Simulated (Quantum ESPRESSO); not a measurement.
# Convergence study of the k-point mesh at a smearing width of 0.02 eV for Sr (Fm-3m, 1 atom in the cell)

```yaml
crystal:
  lattice:
    - [0.00000, 3.03088, 3.03088]
    - [3.03088, 0.00000, 3.03088]
    - [3.03088, 3.03088, 0.00000]
  atoms:
    - { symbol: Sr, position: [0.00000, 0.00000, 0.00000] }
```

Level of theory: PBE, PSlibrary ultrasoft (PBE) pseudopotentials (plane waves; Quantum ESPRESSO).

Base settings: ecutwfc = 45 Ry; ecutrho = 315 Ry; occupations = smearing; smearing = fd; degauss = 0.0073499 Ry; potentials = {Sr: Sr.pbe-spn-rrkjus_psl.1.0.0.UPF}; K_POINTS = automatic 9 9 9 0 0 0; conv_thr = 1e-09 Ry; mixing_beta = 0.7.

In this ladder: degauss = 0.00147 Ry.

Only quantities that move along the ladder and can be compared are tabulated.

The count of work is k-points × plane waves × bands × iterations; it is no time. 

The starting cell has typed, rounded lattice constants, without a prior relaxation at this level. Its lattice was rescaled by up to half a per cent.

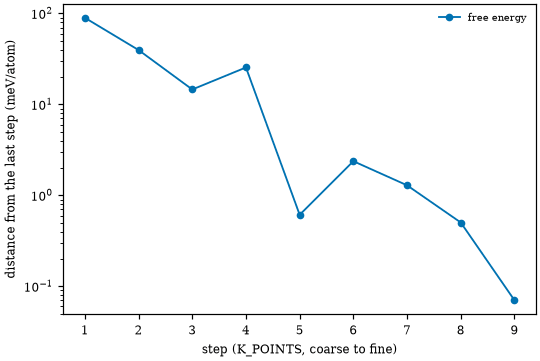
*Distance from the last step along the ladder; very small values are drawn at a floor.*

```csv
K_POINTS,free energy less the last step's (meV/atom),pressure (GPa),count of work / last
automatic 3 3 3 0 0 0,89.58,0.46,0.010
automatic 4 4 4 0 0 0,-39.59,0.08,0.024
automatic 5 5 5 0 0 0,-14.59,-0.33,0.030
automatic 6 6 6 0 0 0,25.47,-0.19,0.041
automatic 7 7 7 0 0 0,-0.61,-0.20,0.061
automatic 9 9 9 0 0 0,2.37,-0.26,0.089
automatic 10 10 10 0 0 0,1.29,-0.22,0.12
automatic 13 13 13 0 0 0,0.50,-0.22,0.26
automatic 18 18 18 0 0 0,-0.07,-0.23,0.59
automatic 22 22 22 0 0 0,0.00,-0.23,1.0
```

Coarsest K_POINTS that holds the pressure within 0.5 GPa of the last step, with all finer ones: automatic 4 4 4 0 0 0, at 0.024 of the last step's count of work; the step before is off by 0.69 GPa.

Coarsest K_POINTS that holds the free energy within 2 meV/atom of the last step, with all finer ones: automatic 10 10 10 0 0 0, at 0.12 of the last step's count of work; the step before is off by 2.4 meV/atom.
